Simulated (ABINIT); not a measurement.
**GaN (F-43m): a self-consistent loop beyond G0W0, cycle by cycle**

How far does self-consistency move the gap of GaN (F-43m)?

Program: ABINIT 10.8.3. Level of theory: PBE and many-body steps on it, plane waves. Results are calculated unless marked as measured.

**What was measured.**

- Gap 3.23 eV: absorption onset (direct gap at Gamma) of unexcited film, from imaginary part of dielectric function; spectroscopic ellipsometry (steady-state reference of time-resolved measurement); 300 K; film on 3C-SiC/Si(001) (“Femtosecond pump-probe absorption edge spectroscopy of cubic GaN”, 2022, arxiv:2206.02223).

**1. Set-up**

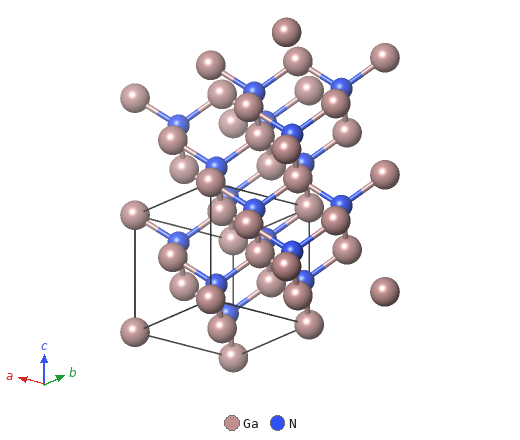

The starting structure, seen from a free direction (gallium pink, nitrogen blue). 1×2×2 cells are drawn. This picture shows the conventional cell, with its axes. Bonds to atoms that aren't drawn are left out. Some periodic images of atoms are drawn too.

The cell and positions are those that the Materials Project relaxed with its own functionals (PBE, PBE+U or r2SCAN), kept fixed. This is not the form that GaN usually takes at ambient conditions.

**2. Empty states on the mesh, 6×6×6 mesh, 190 bands**

This step: ABINIT 10.8.3; DFT, PBE, plane waves, norm-conserving pseudopotentials.

The sums over transitions need many empty states on a uniform mesh; this step solves for them.

Contents of run.abi:

```
acell 3*1.0 Angstrom
rprim 
  0.000000000000 2.253500607500 2.253500607500
  2.253500607500 0.000000000000 2.253500607500
  2.253500607500 2.253500607500 0.000000000000
ntypat 2
znucl 31 7
natom 2
typat 1 2
xred 
  0.000000000000 0.000000000000 0.000000000000
  0.750000000000 0.750000000000 0.750000000000
pp_dirpath "pseudos"
pseudos "Ga.upf, N.upf"
ecut 45
ngkpt 6 6 6
nshiftk 1
shiftk 0 0 0
kptopt 1
chksymbreak 0
irdden 1
istwfk *1
nband 190
prtvol 0
optdriver 6
gwr_task "HDIAGO"
paral_kgb 0
occopt 1
indata_prefix "in"
outdata_prefix "out"
tmpdata_prefix "tmp"
```

Started as:

```sh
$ OMP_NUM_THREADS=1 mpirun -n 8 abinit run.abi > log
```

The log of the run:

```text
.Version 10.8.3 of ABINIT. v10.8.2 released Aug 2026.

 Symmetries : space group F-4 3 m (#216); Bravais cF (face-center cubic)
[... echo of the input left out ...]
== DATASET  1 ==================================================================
-   mpi_nproc: 8, omp_nthreads: 1 (-1 if OMP is not activated)

--- !DatasetInfo
iteration_state: {dtset: 1, }
dimensions: {natom: 2, nkpt: 16, mband: 190, nsppol: 1, nspinor: 1, nspden: 1, mpw: 2252, }
cutoff_energies: {ecut:  45.0, pawecutdg:  -1.0, }
[...]
Direct band gap semiconductor
 Fundamental gap:     1.748 (eV)
   VBM:     6.863 (eV) at k: [ 0.0000E+00,  0.0000E+00,  0.0000E+00]
   CBM:     8.611 (eV) at k: [ 0.0000E+00,  0.0000E+00,  0.0000E+00]
 Direct gap:         1.748 (eV) at k: [ 0.0000E+00,  0.0000E+00,  0.0000E+00]

== END DATASET(S) ==============================================================
================================================================================

 -outvars: echo values of variables after computation  --------
           etotal      0.0000000000E+00
            nband         190
             nkpt          16
          spgroup         216
 [... the other variables as echoed above ...]

 Calculation completed.
```

The job ended after 36 s (8 MPI ranks of AMD EPYC 7R43, shared host; peak memory 2.7 GiB; 4.7 min of CPU time).

This step gave:

| Property | Result |
| --- | --- |
| gap | 1.748 eV |
| k of the valence top | 0, 0, 0 |
| k of the conduction bottom | 0, 0, 0 |
| least direct gap | 1.748 eV |
| k points computed | 16 |
| lowest point of the top converged band, above the valence top | 205.3414 eV |

On this mesh the gap is 1.748 eV.

The density comes from a self-consistent run that is not shown.

**3. Screening, 6×6×6 mesh, 182 bands, screening to 261.2 eV**

The RPA dielectric matrix is built and inverted for each q.

This step: RPA screening on PBE, plane waves, norm-conserving pseudopotentials.

Changes to run.abi since step 2:

```diff
@@ -20,10 +20,11 @@
 chksymbreak 0
-irdden 1
 istwfk *1
-nband 190
-prtvol 0
-optdriver 6
-gwr_task "HDIAGO"
-paral_kgb 0
 occopt 1
+irdwfk 1
+optdriver 3
+nband 182
+ecuteps 9.6
+inclvkb 2
+awtr 1
+symchi 1
 indata_prefix "in"
```

The log of the run:

```text
.Version 10.8.3 of ABINIT. v10.8.2 released Aug 2026.

 Symmetries : space group F-4 3 m (#216); Bravais cF (face-center cubic)
[... echo of the input left out ...]
== DATASET  1 ==================================================================
-   mpi_nproc: 8, omp_nthreads: 1 (-1 if OMP is not activated)

--- !DatasetInfo
iteration_state: {dtset: 1, }
dimensions: {natom: 2, nkpt: 16, mband: 182, nsppol: 1, nspinor: 1, nspden: 1, mpw: 2252, }
cutoff_energies: {ecut:  45.0, pawecutdg:  -1.0, }
electrons: {nelect:   2.60000000E+01, charge:   0.00000000E+00, occopt:   1.00000000E+00, tsmear:   1.00000000E-02, }

 SCREENING: Calculation of the susceptibility and dielectric matrices

 Based on a program developped by R.W. Godby, V. Olevano, G. Onida, and L. Reining.
 Incorporated in ABINIT by V. Olevano, G.-M. Rignanese, and M. Torrent.
.Using double precision arithmetic ; gwpc =  8

[... cell and pseudopotentials left out ...]
--------------------------------------------------------------------------------

 ==== K-mesh for the wavefunctions ====
 Number of points in the irreducible wedge :    16
[... list of points left out ...]
 Together with 24 symmetry operations and time-reversal symmetry
 yields   216 points in the full Brillouin Zone.

 ==== Q-mesh for the screening function ====
 Number of points in the irreducible wedge :    16
[... list of points left out ...]
 Together with 24 symmetry operations and time-reversal symmetry
 yields   216 points in the full Brillouin Zone.

 setmesh: FFT mesh size selected  =    27x   27x   27
          total number of points  =        19683

 vcoul_init : cutoff-mode = AUXILIARY_FUNCTION
 q-points for optical limit:   1
     1)      0.000010    0.000020    0.000030

- screening: taking advantage of time-reversal symmetry
- Maximum band index for partially occupied states nbvw = 13
- Remaining bands to be divided among processors   nbcw = 169
- Number of bands treated by each node ~21

 Number of electrons calculated from density =   26.0000; Expected =   26.0000
 average of density, n =  0.168335
 r_s =    1.1235
 omega_plasma =   39.5770 [eV]

 calculating chi0 at frequencies [eV] :
  1    0.000000E+00    0.000000E+00
  2    0.000000E+00    3.957696E+01

--------------------------------------------------------------------------------
  q-point number  1        q = ( 0.000000, 0.000000, 0.000000) [r.l.u.]
--------------------------------------------------------------------------------
[... chi0 elements left out ...]
 For q-point:  0.000010 0.000020 0.000030
  dielectric constant =   6.4106
  dielectric constant without local fields =   6.8789

  Average fulfillment of the sum rule on Im[epsilon] for q-point    1 :     68.72  [%]
[... wings left out ...]
  q-point number  2        q = ( 0.166667, 0.000000, 0.000000) [r.l.u.]
--------------------------------------------------------------------------------
[... chi0 elements left out ...]
  Average fulfillment of the sum rule on Im[epsilon] for q-point    2 :     79.81  [%]

 [... 14 further q-points ...]
```

The job ended after 4.7 min (8 MPI ranks; peak memory 2.4 GiB; 37 min of CPU time).

Numbers from this step:

```yaml
eps_infinity_with_local_fields_on_this_mesh_along_the_program_s_q_direction: 6.411
the_same_without_local_fields: 6.879
plasma_frequency: 39.58 eV
plane_waves_in_the_screening_matrix: 229
```

Local fields lower ε∞ by 7 %.

**4. G0W0**

The self-energy is evaluated for the states that the input lists, and the levels follow from it, in one-shot runs by the linearised quasiparticle equation.

This step: G0W0 on PBE, plane waves, norm-conserving pseudopotentials.

Changes to run.abi since step 3:

```diff
@@ -23,8 +23,15 @@
 irdwfk 1
-optdriver 3
+optdriver 4
 nband 182
+gwcalctyp 0
+ecutsigx 45
+symsigma 1
+nkptgw 1
+kptgw 
+  0.0000000000 0.0000000000 0.0000000000
+bdgw 
+  11 17
 ecuteps 9.6
-inclvkb 2
-awtr 1
-symchi 1
+irdscr 1
+ppmodel 1
 indata_prefix "in"
```

The log of the run:

```text
.Version 10.8.3 of ABINIT. v10.8.2 released Aug 2026.

 Symmetries : space group F-4 3 m (#216); Bravais cF (face-center cubic)
[... echo of the input left out ...]
== DATASET  1 ==================================================================
-   mpi_nproc: 8, omp_nthreads: 1 (-1 if OMP is not activated)

--- !DatasetInfo
iteration_state: {dtset: 1, }
dimensions: {natom: 2, nkpt: 16, mband: 182, nsppol: 1, nspinor: 1, nspden: 1, mpw: 2252, }
cutoff_energies: {ecut:  45.0, pawecutdg:  -1.0, }
electrons: {nelect:   2.60000000E+01, charge:   0.00000000E+00, occopt:   1.00000000E+00, tsmear:   1.00000000E-02, }

 SIGMA: Calculation of the GW corrections

 Based on a program developped by R.W. Godby, V. Olevano, G. Onida, and L. Reining.
 Incorporated in ABINIT by V. Olevano, G.-M. Rignanese, and M. Torrent.
.Using double precision arithmetic ; gwpc =  8

[... cell and pseudopotentials left out ...]
--------------------------------------------------------------------------------

 ==== K-mesh for the wavefunctions ====
 Number of points in the irreducible wedge :    16
[... list of points left out ...]
 Together with 24 symmetry operations and time-reversal symmetry
 yields   216 points in the full Brillouin Zone.

 ==== Q-mesh for screening function ====
 Number of points in the irreducible wedge :    16
[... list of points left out ...]
 Together with 24 symmetry operations and time-reversal symmetry
 yields   216 points in the full Brillouin Zone.

 vcoul_init : cutoff-mode = AUXILIARY_FUNCTION
 q-points for optical limit:   1
     1)      0.000010    0.000020    0.000030
 setmesh: FFT mesh size selected  =    40x   40x   40
          total number of points  =        64000

 Number of electrons calculated from density =   26.0000; Expected =   26.0000
 average of density, n =  0.168335
 r_s =    1.1235
 omega_plasma =   39.5770 [eV]

 === KS Band Gaps ===
  >>>> For spin  1
   Minimum direct gap =   1.7479 [eV], located at k-point      :   0.0000  0.0000  0.0000
   Fundamental gap    =   1.7479 [eV], Top of valence bands at :   0.0000  0.0000  0.0000
                                       Bottom of conduction at :   0.0000  0.0000  0.0000
 SIGMA fundamental parameters:
 PLASMON POLE MODEL  1
 number of plane-waves for SigmaX                 2229
 number of plane-waves for SigmaC and W            229
 number of plane-waves for wavefunctions          2229
 number of bands                                   182
 number of independent spin polarizations            1
 number of spinorial components                      1
 number of k-points in IBZ                          16
 number of q-points in IBZ                          16
 number of symmetry operations                      24
 number of k-points in BZ                          216
 number of q-points in BZ                          216
 number of frequencies for dSigma/dE                 9
 frequency step for dSigma/dE [eV]                0.25
 number of omega for Sigma on real axis              0
 max omega for Sigma on real axis  [eV]           0.00
 zcut for avoiding poles [eV]                     0.10

 EPSILON^-1 parameters (SCR file):
 dimension of the eps^-1 matrix on file            229
 dimension of the eps^-1 matrix used               229
 number of plane-waves for wavefunctions          2229
 number of bands                                   182
 number of q-points in IBZ                          16
 number of frequencies                               2
 number of real frequencies                          1
 number of imag frequencies                          1

 matrix elements of self-energy operator (all in [eV])

 Perturbative Calculation

--- !SelfEnergy_ee
iteration_state: {dtset: 1, }
kpoint     : [   0.000,    0.000,    0.000, ]
spin       : 1
KS_gap     :    1.748
QP_gap     :    2.635
Delta_QP_KS:    0.887
data: !SigmaeeData |
     Band     E0 <VxcDFT>   SigX SigC(E0)      Z dSigC/dE  Sig(E)    E-E0       E
       11   6.863 -19.085 -22.547   2.574   0.796  -0.256 -19.792  -0.707   6.156
       12   6.863 -19.085 -22.547   2.574   0.796  -0.256 -19.792  -0.707   6.156
       13   6.863 -19.085 -22.547   2.574   0.796  -0.256 -19.792  -0.707   6.156
       14   8.611 -14.162 -10.109  -3.835   0.824  -0.214 -13.983   0.180   8.790
       15  17.222 -13.047  -7.024  -5.288   0.830  -0.205 -12.437   0.610  17.832
       16  17.222 -13.047  -7.024  -5.288   0.830  -0.205 -12.437   0.610  17.832
       17  17.222 -13.047  -7.024  -5.288   0.830  -0.205 -12.437   0.610  17.832

== END DATASET(S) ==============================================================
================================================================================

 -outvars: echo values of variables after computation  --------
           etotal      0.0000000000E+00
            nband         182
             nkpt          16
          spgroup         216
 [... the other variables as echoed above ...]

 Calculation completed.
```

Wall time 18 s (8 MPI ranks); peak memory 2 GiB; 2.4 min of CPU time.

This step gave:

```
G0W0 gap on the points computed              : 2.634 eV
starting gap on the mesh                     : 1.748 eV
k of the valence top                         : 0, 0, 0
k of the conduction bottom                   : 0, 0, 0
Z at the valence top                         : 0.796
Z at the conduction bottom                   : 0.824
least direct G0W0 gap on the computed points : 2.634 eV
```

The gap on the mesh goes from 1.75 eV to 2.63 eV, a correction of +0.89 eV.

**5. evGW0, cycle 1**

This step: evGW0 on PBE, plane waves, norm-conserving pseudopotentials.

Changes to run.abi since step 4:

```diff
@@ -25,10 +25,40 @@
 nband 182
-gwcalctyp 0
+gwcalctyp 10
 ecutsigx 45
 symsigma 1
-nkptgw 1
+nkptgw 16
 kptgw 
   0.0000000000 0.0000000000 0.0000000000
+  0.1666666667 0.0000000000 0.0000000000
+  0.3333333333 0.0000000000 0.0000000000
+  0.5000000000 0.0000000000 0.0000000000
+  0.1666666667 0.1666666667 0.0000000000
+  0.3333333333 0.1666666667 0.0000000000
+  0.5000000000 0.1666666667 0.0000000000
+  -0.3333333333 0.1666666667 0.0000000000
+  -0.1666666667 0.1666666667 0.0000000000
+  0.3333333333 0.3333333333 0.0000000000
+  0.5000000000 0.3333333333 0.0000000000
+  -0.3333333333 0.3333333333 0.0000000000
+  0.5000000000 0.5000000000 0.0000000000
+  0.5000000000 0.3333333333 0.1666666667
+  -0.3333333333 0.3333333333 0.1666666667
+  -0.3333333333 0.5000000000 0.1666666667
 bdgw 
-  11 17
+  11 18
+  11 18
+  11 18
+  11 18
+  11 18
+  11 18
+  11 18
+  11 18
+  11 18
+  11 18
+  11 18
+  11 18
+  11 18
+  11 18
+  11 18
+  11 18
 ecuteps 9.6
```

The log of the run:

```text
.Version 10.8.3 of ABINIT. v10.8.2 released Aug 2026.

 Symmetries : space group F-4 3 m (#216); Bravais cF (face-center cubic)
[... echo of the input left out ...]
== DATASET  1 ==================================================================
-   mpi_nproc: 8, omp_nthreads: 1 (-1 if OMP is not activated)

--- !DatasetInfo
iteration_state: {dtset: 1, }
dimensions: {natom: 2, nkpt: 16, mband: 182, nsppol: 1, nspinor: 1, nspden: 1, mpw: 2252, }
cutoff_energies: {ecut:  45.0, pawecutdg:  -1.0, }
electrons: {nelect:   2.60000000E+01, charge:   0.00000000E+00, occopt:   1.00000000E+00, tsmear:   1.00000000E-02, }

 SIGMA: Calculation of the GW corrections

 Based on a program developped by R.W. Godby, V. Olevano, G. Onida, and L. Reining.
 Incorporated in ABINIT by V. Olevano, G.-M. Rignanese, and M. Torrent.
.Using double precision arithmetic ; gwpc =  8

[... cell and pseudopotentials left out ...]
--------------------------------------------------------------------------------

 ==== K-mesh for the wavefunctions ====
 Number of points in the irreducible wedge :    16
[... list of points left out ...]
 Together with 24 symmetry operations and time-reversal symmetry
 yields   216 points in the full Brillouin Zone.

 ==== Q-mesh for screening function ====
 Number of points in the irreducible wedge :    16
[... list of points left out ...]
 Together with 24 symmetry operations and time-reversal symmetry
 yields   216 points in the full Brillouin Zone.

 vcoul_init : cutoff-mode = AUXILIARY_FUNCTION
 q-points for optical limit:   1
     1)      0.000010    0.000020    0.000030
 setmesh: FFT mesh size selected  =    40x   40x   40
          total number of points  =        64000

 Number of electrons calculated from density =   26.0000; Expected =   26.0000
[...]
spin       : 1
KS_gap     :    8.905
QP_gap     :   10.354
Delta_QP_KS:    1.449
data: !SigmaeeData |
     Band     E_DFT   <VxcDFT>   E(N-1)  <Hhartree>   SigX  SigC[E(N-1)]    Z     dSigC/dE  Sig[E(N)]  DeltaE  E(N)_pert E(N)_diago
[...]
--- !SelfEnergy_ee
iteration_state: {dtset: 1, }
kpoint     : [  -0.333,    0.500,    0.167, ]
spin       : 1
KS_gap     :    8.738
QP_gap     :   10.177
Delta_QP_KS:    1.439
data: !SigmaeeData |
     Band     E_DFT   <VxcDFT>   E(N-1)  <Hhartree>   SigX  SigC[E(N-1)]    Z     dSigC/dE  Sig[E(N)]  DeltaE  E(N)_pert E(N)_diago
[...]
17    18.246   -13.634    18.246    31.880    -6.904    -5.967     0.810    -0.234   -13.015     0.618    18.865    19.009
       18    21.639   -14.686    21.639    36.325    -6.929    -6.694     0.807    -0.239   -13.828     0.858    22.497    22.702

 New Fermi energy :        2.720123E-01 Ha ,    7.401832E+00 eV

 === QP Band Gaps ===
  >>>> For spin  1
   Minimum direct gap =   2.8540 [eV], located at k-point      :   0.0000  0.0000  0.0000
   Fundamental gap    =   2.8540 [eV], Top of valence bands at :   0.0000  0.0000  0.0000
                                       Bottom of conduction at :   0.0000  0.0000  0.0000

 writing QP data on file : out_QPS

 Convergence of QP corrections
 >>>>> For spin  1 <<<<<
.  kptgw no:  1; Maximum DeltaE = (   0.000   0.000) for band index:  1
.  kptgw no:  2; Maximum DeltaE = (   0.000   0.000) for band index:  1
.  kptgw no:  3; Maximum DeltaE = (   0.610  -0.001) for band index:  1
[...]
.  kptgw no: 15; Maximum DeltaE = (   0.882  -0.006) for band index:  1
.  kptgw no: 16; Maximum DeltaE = (   0.744  -0.000) for band index:  1

== END DATASET(S) ==============================================================
================================================================================

 -outvars: echo values of variables after computation  --------
           etotal      0.0000000000E+00
            nband         182
             nkpt          16
          spgroup         216
 [... the other variables as echoed above ...]

 Calculation completed.
```

Run time: 19 min. Hardware: 8 MPI ranks; peak memory 2.9 GiB.

This step gave:

| Quantity | Value |
| --- | --- |
| quasiparticle gap on the mesh | 2.854 eV |
| gap of the density functional on the mesh | 1.748 eV |
| k of the valence top | 0, 0, 0 |
| k of the conduction bottom | 0, 0, 0 |
| Z at the valence top | 0.796 |
| Z at the conduction bottom | 0.824 |
| least direct quasiparticle gap on the computed points | 2.854 eV |

Against G0W0 in ABINIT (6×6×6 mesh, 182 bands, screening to 261.2 eV, Godby-Needs plasmon pole), the gap moves by +0.220 eV. This first cycle still uses the starting levels; it takes the full correction, at all points of the mesh, and its linearised value is 2.634 eV.

[end of part 1 of 2]

[Paths, hosts, dates, memory and timing lines, banners, echoed tables and standing remarks are left out of the program output.]

[Logs are printed without paths, hosts, clocks, repeated set-up lines and the standing remarks that a program may print on its own settings, such as how far it seeks lower states.]

[Runs of the session that timed out or met a known fault of the program may be left out.]

[Hosts, paths, dates, database ids (printed as entryN), source tags and the programs' standing remarks are cut or masked in the printed files.]

[G0W0 gaps are taken among the corrected bands and points alone; a level outside them can change the order at an edge.]

[Where Ansatz stands beside ABINIT at settings called matched, ABINIT's density can come from a denser mesh and the files from another edition; pairs whose starting gaps differed by over 0.03 eV were left out, so agreement reads better than it is.]
